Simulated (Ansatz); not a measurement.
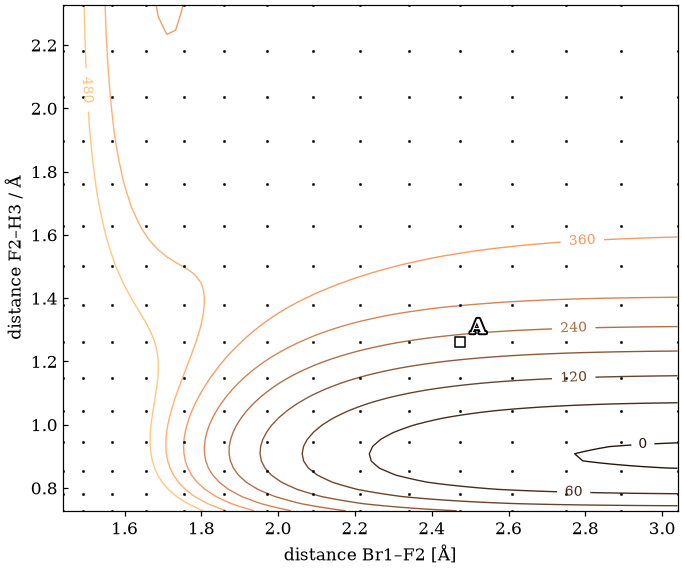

The system Br + FH, spin multiplicity 2. Coordinates scanned: (1) distance Br1–F2; (2) distance F2–H3. Nothing is relaxed (the angle Br1–F2–H3 is fixed at 180 degrees). The scan uses a 15 × 15 grid. Energies are in kJ/mol, from the lowest grid point. In part of the range the unrestricted reference is strongly spin-contaminated. All numbers below come from UHF/def2-TZVPD (Ansatz 0.2.0).

Drawn: contour lines labelled in kJ/mol (none above 480), dots at the grid points, the point A. Between grid points the surface is interpolated.

Which way does the force act at A, and how strong is it?

A, at distance Br1–F2 = 2.473 Å, distance F2–H3 = 1.260 Å, is not a stationary point. The computed force is 88 kJ/mol for each Å towards larger values of distance Br1–F2 and 760 kJ/mol for each Å towards smaller values of distance F2–H3.
